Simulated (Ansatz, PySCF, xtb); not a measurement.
GeH3I (SMILES [GeH3][I]) and CH4 (SMILES C) are pulled apart as rigid monomers along the line of their centres of mass, from the B3LYP-D3(BJ)/def2-TZVP minimum. Starting geometry (charge 0, multiplicity 1):
```xyz
10

Ge    -0.96600     1.13646     0.75836
I      0.21708    -0.99698     0.05100
H      0.06753     2.02845     1.45395
H     -1.50920     1.79795    -0.51394
H     -2.09979     0.74161     1.71024
C      0.09233    -0.02976     4.28169
H      0.47234    -0.61882     3.44841
H      0.47133    -0.43786     5.21756
H      0.42162     1.00352     4.17883
H     -0.99641    -0.06640     4.28581
```

Interaction energies with rigid monomers; basis-set methods are counterpoise corrected unless marked otherwise.

Frozen-core correlation. Filled d and f shells under p-block atoms count as core. Rows in STO-3G carry no dispersion term and start afresh at each structure; the Pople sets are all-electron and without relativity.

Run with Ansatz (Gaussian basis) for Hartree–Fock, density functionals and correlated methods; PySCF for STO-3G rows, the dispersion terms; xtb for the GFN methods. Values without a source in brackets are computed. In def2 rows elements past Kr take small-core potentials, without spin–orbit coupling.

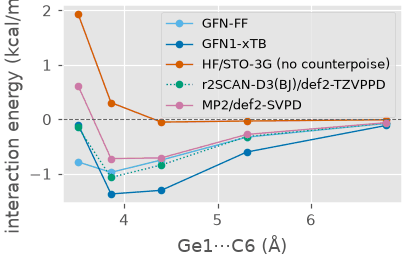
*Interaction energy against separation*

Problem. Which level binds most strongly at Ge1···C6 = 3.86, and by how much?

Solution. GFN1-xTB, -1.4 kcal/mol.

Ansatz is a first-principles code.
